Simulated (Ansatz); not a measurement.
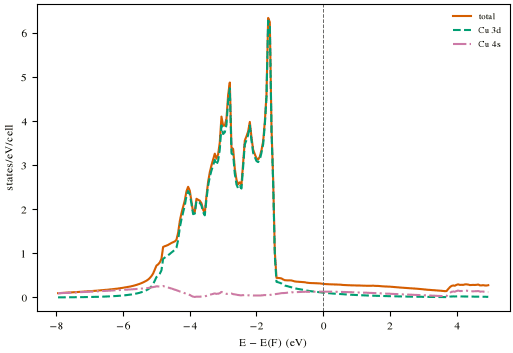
*Total and projected density of states of Cu (fcc (Cu type), Fm-3m), the program Ansatz at the PBE level (PAW)*

**Question.** Which orbitals carry the states next to the Fermi level?

**Answer.** Within 0.5 eV of the Fermi level: Cu 4s 42 %, Cu 3d 36 %, outside the projected shells 22 %. Projections are on Löwdin-orthogonalised atomic valence shells; empty p or d shells of many metals are not among them.

**Question.** Where is the tallest occupied peak in this window, and what makes it?

**Answer.** Near -1.6 eV, about 6.3 states/eV per cell; the largest projected share is Cu 3d.

Symmetry was held in the PBE relaxation. The run is not spin-polarised.

Potentials: the later of the program's two PAW sets.
